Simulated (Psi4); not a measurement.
# DLPNO-CCSD/def2-SVP (density fitting, density fitting for correlation, pno convergence tight) run of BNH6 (SMILES [BH3-][NH3+])

Aim: the energy change on altering one bond length of BNH6 at DLPNO-CCSD/def2-SVP (density fitting, density fitting for correlation, pno convergence tight), from 2 runs. 

Program for the calculation: Psi4 1.11.

1 further run of the same task is left out (set aside as unsound or not needed).

## (1) The system as given

BNH6: 8 atoms, total charge 0, spin state singlet. SMILES: `[BH3-][NH3+]`. Geometry: relaxed at PBE0-D4/def2-TZVP.

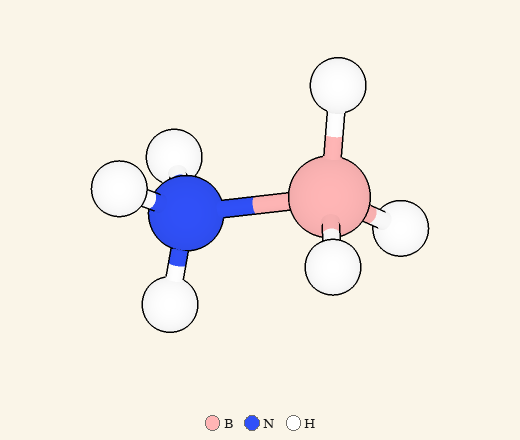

The structure, seen from a chosen angle (boron pink, nitrogen blue, hydrogen white).

## (2) The energy at DLPNO-CCSD/def2-SVP (density fitting, density fitting for correlation, pno convergence tight)

Contents of job.json:

```json
{
 "schema_name": "qcschema_input",
 "schema_version": 1,
 "molecule": {
  "schema_name": "qcschema_molecule",
  "schema_version": 2,
  "symbols": ["B", "N", "H", "H", "H", "H", "H", "H"],
  "geometry": [-0.36150461, 0.47394331, -1.46529364, 0.39022844, -0.48206913, 1.38271261, -0.14777658, -1.37647651, -2.79868439, -2.51824903, 1.22775506, -1.29861979, 1.14215047, 2.12896545, -1.96229161, 0.26607344, 0.95809115, 2.64315993, 2.18565724, -1.15518958, 1.42731014, -0.78234662, -1.88311208, 1.96626003],
  "molecular_charge": 0,
  "molecular_multiplicity": 1,
  "fix_symmetry": "c1"
 },
 "driver": "energy",
 "model": {
  "method": "dlpno-ccsd",
  "basis": "def2-SVP"
 },
 "keywords": {
  "reference": "rhf",
  "scf_type": "df",
  "freeze_core": true,
  "pno_convergence": "tight"
 }
}
```

On the command line:

```bash
$ psi4 --qcschema job.json -n 1 --memory 1600MB
```

stdout:

```text
[...]
  Running in c1 symmetry.
[...]
  Nuclear repulsion =   40.754562780604559
[...]
  Multiplicity = 1
[...]
  Nalpha       = 9
  Nbeta        = 9
[...]
    Number of basis functions: 58
[...]
   @DF-RHF iter   1:   -82.47820880162242   -5.13106e-01   5.93289e-03 ADIIS/DIIS
[...]
    Orbital Energies [Eh]
    ---------------------
    Doubly Occupied:
       1A    -15.648843     2A     -7.531599     3A     -1.238387
       4A     -0.730662     5A     -0.730624     6A     -0.708963
       7A     -0.510205     8A     -0.409748     9A     -0.409729
[...]
  @DF-RHF Final Energy:   -82.55969659539306
   => Energetics <=
    Nuclear Repulsion Energy =             40.7545627806045587
    One-Electron Energy =                -190.7909996508821564
    Two-Electron Energy =                  67.4767402748845484
    Total Energy =                        -82.5596965953930635
[...]
 Multipole Moments:
 ------------------------------------------------------------------------------------
     Multipole            Electronic (a.u.)      Nuclear  (a.u.)        Total (a.u.)
 ------------------------------------------------------------------------------------
 L = 1.  Multiply by 2.5417464519 to convert [e a0] to [Debye]
 Dipole X            :          0.4248453            0.1242860            0.5491314
 Dipole Y            :         -0.5400931           -0.1581129           -0.6982060
 Dipole Z            :          1.6091495            0.4708985            2.0800481
 Magnitude           :                                                    2.2617774
[...]
   * WARNING: This answer will likely vary from one obtained by a energy('dlpno-mp2') call
                due to lack of a semi-canonical MP2 prescreening step in DLPNO-MP2, as well
[...]
  @LCCSD iter   8:  -0.333662978099 -1.848e-07  8.013e-07  1.444e-07        0
[...]
```

The result, in JSON:

```text
{
 "driver": "energy",
 "model": {
  "method": "dlpno-ccsd",
  "basis": "def2-SVP"
 },
 "success": true,
 "return_result": -82.89340738334931,
 "properties": {
  "calcinfo_nbasis": 58,
  "calcinfo_nmo": 58,
  "calcinfo_nalpha": 9,
  "calcinfo_nbeta": 9,
  "calcinfo_natom": 8,
  "nuclear_repulsion_energy": 40.75456278060456,
  "return_energy": -82.89340738334931,
  "scf_one_electron_energy": -190.79099965088216,
  "scf_two_electron_energy": 67.47674027488455,
  "scf_dipole_moment": [0.5491313605087708, -0.6982060089621619, 2.080048064550714],
  "scf_total_energy": -82.55969659539306,
  "scf_iterations": 10,
  "mp2_correlation_energy": -0.2978357812153626,
  "mp2_total_energy": -82.85753237660843,
  "ccsd_correlation_energy": -0.3337107879562485,
  "ccsd_total_energy": -82.89340738334931
 }
}
```

It took 3.3 s on 1 thread of Intel Xeon 6975P-C (Granite Rapids), shared host; peak memory 0.27 GiB.

## (3) The distorted shape at the same level

Contents of bh6n.xyz:

```xyz
8
BH6N
B     -1.384849    -1.062899    -0.380900
N     -0.987049    -1.568799     1.126200
H     -1.271749    -2.042099    -1.086500
H     -2.526149    -0.663999    -0.292700
H      0.604400     1.126600    -1.038400
H     -1.052749    -0.806699     1.793200
H     -0.036949    -1.924999     1.149800
H     -1.607549    -2.310199     1.435000
```

Contents of job.py:

```python
import psi4

psi4.set_memory(1600000000)
psi4.set_num_threads(1)
psi4.set_output_file('run.log', False)

with open('bh6n.xyz') as f:
    atoms = ''.join(f.readlines()[2:])
geom = psi4.geometry('0 1\n' + atoms + 'symmetry c1')

psi4.set_options({
    'reference': 'rhf',
    'scf_type': 'df',
    'freeze_core': True,
    'pno_convergence': 'tight',
})

energy_value, wavefunction = psi4.energy('dlpno-ccsd/def2-SVP', molecule=geom, return_wfn=True)
print(f'dlpno-ccsd/def2-SVP energy: {energy_value:.10f} Eh')
```

On the command line:

```bash
$ python job.py
```

run.log:

```text
[...]
  Running in c1 symmetry.
[...]
  Nuclear repulsion =   38.365133103979623
[...]
  Multiplicity = 1
[...]
  Nalpha       = 9
  Nbeta        = 9
[...]
    Number of basis functions: 58
[...]
   @DF-RHF iter   1:   -82.31172088507536   -6.31690e-01   4.97903e-03 ADIIS/DIIS
[...]
    Orbital Energies [Eh]
    ---------------------
    Doubly Occupied:
       1A    -15.707258     2A     -7.682570     3A     -1.294908
       4A     -0.784949     5A     -0.784299     6A     -0.760912
       7A     -0.569328     8A     -0.493678     9A     -0.231218
[...]
  @DF-RHF Final Energy:   -82.37382989850457
   => Energetics <=
    Nuclear Repulsion Energy =             38.3651331039796233
    One-Electron Energy =                -184.8596877773532867
    Two-Electron Energy =                  64.1207247748691032
    Total Energy =                        -82.3738298985045674
[...]
 Multipole Moments:
 ------------------------------------------------------------------------------------
     Multipole            Electronic (a.u.)      Nuclear  (a.u.)        Total (a.u.)
 ------------------------------------------------------------------------------------
 L = 1.  Multiply by 2.5417464519 to convert [e a0] to [Debye]
 Dipole X            :         -2.1450955            1.0624061           -1.0826894
 Dipole Y            :         -3.4510169            0.8744441           -2.5765727
 Dipole Z            :          2.6014800            0.1608246            2.7623047
 Magnitude           :                                                    3.9295382
[...]
   * WARNING: This answer will likely vary from one obtained by a energy('dlpno-mp2') call
                due to lack of a semi-canonical MP2 prescreening step in DLPNO-MP2, as well
[...]
  @LCCSD iter  12:  -0.359590273374 -8.733e-07  5.358e-07  2.476e-07        0
[...]
    WARNING: T1 Diagnostic is greater than 0.02, CCSD results may be unreliable!
[...]
```

The script printed:

```text
dlpno-ccsd/def2-SVP energy: -82.7334636144 Eh
```

Run time: 3.9 s. Hardware: 1 thread of Intel Xeon 6975P-C (Granite Rapids), shared host; peak memory 0.27 GiB.

## (4) Results

At DLPNO-CCSD/def2-SVP (density fitting, density fitting for correlation, pno convergence tight), 2 core orbitals frozen:

```
                                                         quantity         value
                                        first shape: total energy  -82.89341 Eh
                 first shape: HOMO energy (Hartree–Fock orbitals)     -11.15 eV
                 first shape: LUMO energy (Hartree–Fock orbitals)       3.60 eV
               first shape: HOMO–LUMO gap (Hartree–Fock orbitals)      14.75 eV
         first shape: correlation energy (2 core orbitals frozen)    -333.7 mEh
                                       first shape: T1 diagnostic         0.007
                                    distorted shape: total energy  -82.73346 Eh
             distorted shape: HOMO energy (Hartree–Fock orbitals)      -6.29 eV
             distorted shape: LUMO energy (Hartree–Fock orbitals)       1.69 eV
           distorted shape: HOMO–LUMO gap (Hartree–Fock orbitals)       7.98 eV
     distorted shape: correlation energy (2 core orbitals frozen)    -359.6 mEh
                                   distorted shape: T1 diagnostic         0.065
energy change with the B1–H5 bond stretched from 1.212 to 3.030 Å      4.352 eV
```

**Reading.** With the B1–H5 bond stretched from 1.212 to 3.030 Å the energy rises by 4.35 eV (420 kJ/mol). The first shape isn't relaxed at this level, so the change isn't measured from a minimum. The T1 diagnostic (distorted shape) of 0.065 is above the customary mark for such species, so a single reference may not serve.
